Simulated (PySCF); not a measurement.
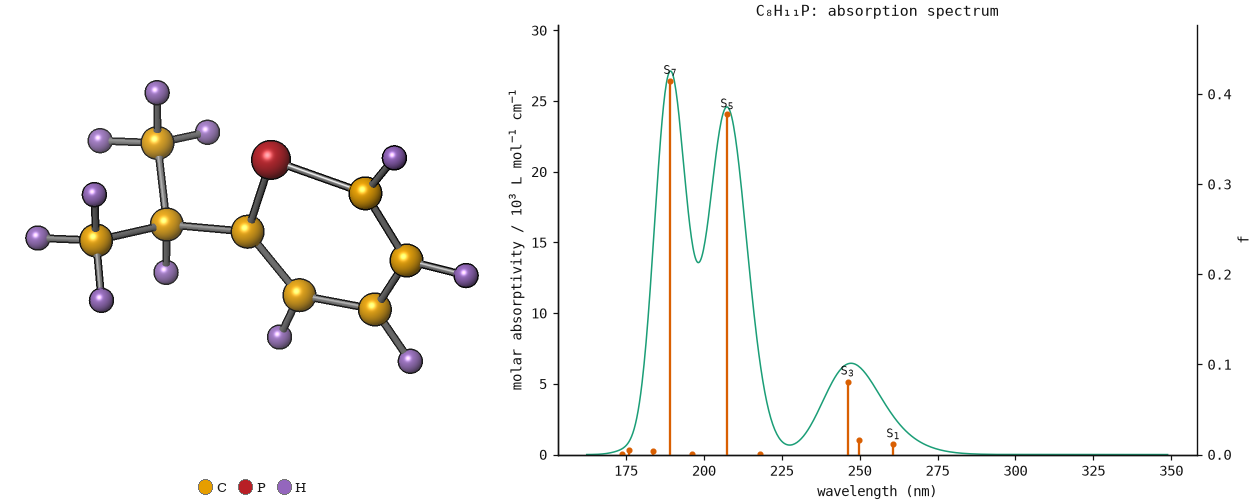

Computed absorption of C₈H₁₁P, SMILES CC(C)c1ccccp1. Vertical TDDFT excitations, CAM-B3LYP/def2-SVPD in PySCF, at a PBE0-D3(BJ)/def2-SVP geometry (no frequency check), gas phase. The lowest 10 singlet states are shown; each is broadened by a Gaussian of 1/e half-width 0.25 eV. Sticks give oscillator strengths (right axis).

Where is the maximum of the broadened curve, and how high is it?

At about 6.5 eV (189 nm), with ε near 27000 L mol⁻¹ cm⁻¹.

Does any vertical transition fall in the visible?

No singlet lies below 3.1 eV (beyond 400 nm), so at this level no vertical transition falls in the visible.

List the transitions behind the spectrum.

```tsv
state	E (eV)	λ (nm)	f	main character
S1	4.75	261	0.011	HOMO−1 → LUMO (40 %)
S2	4.96	250	0.016	HOMO−2 → LUMO (98 %)
S3	5.04	246	0.081	HOMO → LUMO (71 %)
S4	5.69	218	0.000	HOMO−2 → LUMO+1 (97 %)
S5	5.97	208	0.377	HOMO−1 → LUMO (47 %)
S6	6.32	196	0.001	HOMO−3 → LUMO (92 %)
S7	6.55	189	0.414	HOMO−1 → LUMO+1 (86 %)
S8	6.75	184	0.004	HOMO → LUMO+2 (78 %)
S9	7.04	176	0.005	HOMO−3 → LUMO+1 (91 %)
S10	7.13	174	0.000	HOMO → LUMO+6 (42 %)
```

Known limits of this run: one conformer of a flexible molecule; core orbitals are frozen in the response.
